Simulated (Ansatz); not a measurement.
# Si2NH7 (SMILES [SiH3]N[SiH3]): HF/3-21G

What is the energy change on altering one bond length of Si2NH7 at HF/3-21G? 

The results are computed with Ansatz 0.2.0.

52 further runs of the same task are left out: 52 set aside as unsound or not needed.

**1. Starting point**

Si2NH7: 10 atoms, total charge 0, spin state singlet. As SMILES, `[SiH3]N[SiH3]`. The coordinates come from a PBE0-D4/def2-TZVP relaxation.

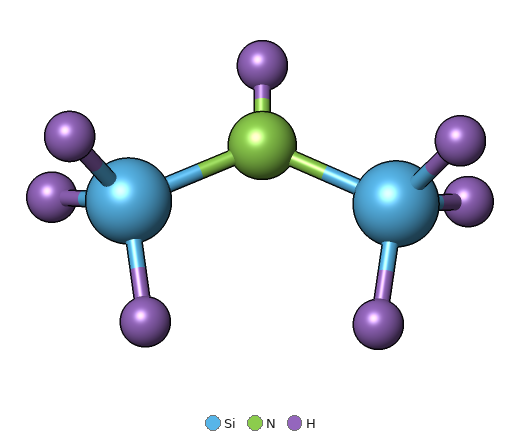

Viewed from a chosen angle; silicon blue, nitrogen green, hydrogen purple.

**2. A single-point energy at HF/3-21G**

The input, molecule.yaml:

```yaml
crystal:
  periodic: [false, false, false]
  atoms:
    - {symbol: Si, position_ang: [-1.042800, 0.758390, -0.879990]}
    - {symbol: "N", position_ang: [0.119990, 0.500410, 0.368670]}
    - {symbol: Si, position_ang: [0.995830, -0.935260, 0.755390]}
    - {symbol: H, position_ang: [-1.373610, -0.567260, -1.458240]}
    - {symbol: H, position_ang: [-0.532280, 1.645360, -1.962590]}
    - {symbol: H, position_ang: [-2.274280, 1.393560, -0.336440]}
    - {symbol: H, position_ang: [0.361990, 1.317290, 0.912940]}
    - {symbol: H, position_ang: [0.403090, -2.042290, -0.034740]}
    - {symbol: H, position_ang: [0.897240, -1.243020, 2.208320]}
    - {symbol: H, position_ang: [2.444830, -0.827180, 0.426680]}
basis:
  gaussian:
    orbitals: 3-21G.json
output:
  orbitals: {seedname: orbitals}
hamiltonian:
  xc: hf
accuracy: high
```

The basis set 3-21G is read from a file made from the Basis Set Exchange's data (not shown).

On the command line:

```
$ ansatz run molecule.yaml --threads 1 --pin off --max-ram 3480MiB --events-out events.jsonl --progress --plain --runs-dir runs
```

Log:

```text
Warning: RAYON_NUM_THREADS=1 ignored (pool sized by the plan → 1); use --threads N
Functional definition: HF
  name "HF"
  exchange = exact_x
  correlation = 0
1177 factors; integrals over basis functions are off by at most 5.9e-9 eV
mean field evaluation 1: about -17223.5212 eV, gradient 2.7e1 eV
mean field evaluation 2: about -17223.8465 eV, gradient 2.7e1 eV
mean field evaluation 4: about -17225.5049 eV, gradient 2.1e0 eV
mean field evaluation 8: about -17225.5259 eV, gradient 1.7e-4 eV
mean field -17225.52591964 eV, -633.0264016659 hartree, gradient 2.2e-8 eV, S^2 0.000000; 0 other end points of the search recorded, 0 dependent functions left out
reference -17225.52591964 eV, -633.0264016659 hartree; 21, 21 occupied and 28, 28 virtual orbitals, 1177 factors
Total energy: -17225.52591964 eV, -633.0264016659 hartree
```

It took 0.38 s on 1 thread of Intel Xeon 6975P-C (Granite Rapids), shared host.

**3. The distorted shape, same level**

The input, input.yaml:

```yaml
crystal:
  periodic: [false, false, false]
  atoms:
    - {symbol: Si, position_ang: [-0.924489, 1.127710, -2.623546]}
    - {symbol: N, position_ang: [0.238301, 0.869730, -1.374886]}
    - {symbol: Si, position_ang: [1.114141, -0.565940, -0.988166]}
    - {symbol: H, position_ang: [-1.255299, -0.197940, -3.201796]}
    - {symbol: H, position_ang: [-0.413969, 2.014680, -3.706146]}
    - {symbol: H, position_ang: [-2.155969, 1.762880, -2.079996]}
    - {symbol: H, position_ang: [0.480301, 1.686610, -0.830616]}
    - {symbol: H, position_ang: [0.521401, -1.672970, -1.778296]}
    - {symbol: H, position_ang: [0.897240, -1.243020, 2.208320]}
    - {symbol: H, position_ang: [2.563141, -0.457860, -1.316876]}
basis:
  gaussian: {orbitals: 3-21G.json}
total_charge: 0
hamiltonian: {xc: hf}
accuracy: high
output: {orbitals: {seedname: orbitals}}
```

The basis set 3-21G is read from a file made from the Basis Set Exchange's data (not shown).

On the command line:

```
$ ansatz run input.yaml --threads 1 --pin off --max-ram 3480MiB --events-out events.jsonl --progress --plain --runs-dir runs
```

Log:

```text
Warning: RAYON_NUM_THREADS=1 ignored (pool sized by the plan → 1); use --threads N
Functional definition: HF
  name "HF"
  exchange = exact_x
  correlation = 0
1166 factors; integrals over basis functions are off by at most 4.1e-9 eV
mean field evaluation 1: about -17217.8515 eV, gradient 2.6e1 eV
mean field evaluation 2: about -17218.1489 eV, gradient 2.7e1 eV
mean field evaluation 4: about -17220.3155 eV, gradient 2.2e0 eV
mean field evaluation 8: about -17220.3410 eV, gradient 1.5e-1 eV
mean field evaluation 16: about -17220.3412 eV, gradient 1.2e-8 eV
mean field -17220.34119453 eV, -632.8358665324 hartree, gradient 1.2e-8 eV, S^2 0.000000; 0 other end points of the search recorded, 0 dependent functions left out
reference -17220.34119453 eV, -632.8358665324 hartree; 21, 21 occupied and 28, 28 virtual orbitals, 1166 factors
Total energy: -17220.34119453 eV, -632.8358665324 hartree
```

It took 0.4 s on 1 thread of Intel Xeon 6975P-C (Granite Rapids), shared host.

**4. Outcome**

At HF/3-21G:

```
                                                          quantity          value
                                         first shape: total energy  -633.02640 Eh
                                          first shape: HOMO energy      -10.36 eV
                                          first shape: LUMO energy        4.15 eV
                                        first shape: HOMO–LUMO gap       14.51 eV
                                     distorted shape: total energy  -632.83587 Eh
                                      distorted shape: HOMO energy       -7.35 eV
                                      distorted shape: LUMO energy       -0.26 eV
                                    distorted shape: HOMO–LUMO gap        7.10 eV
energy change with the Si3–H9 bond stretched from 1.488 to 3.275 Å       5.185 eV
```

What this shows: One bond (distorted shape) is far stretched, which a spin-restricted single reference describes badly; a broken-symmetry solution may lie lower. With the Si3–H9 bond stretched from 1.488 to 3.275 Å the energy rises by 5.18 eV (500 kJ/mol). The first shape isn't relaxed at this level, so the change isn't measured from a minimum. A restricted reference can't describe the breaking bond well at this length.
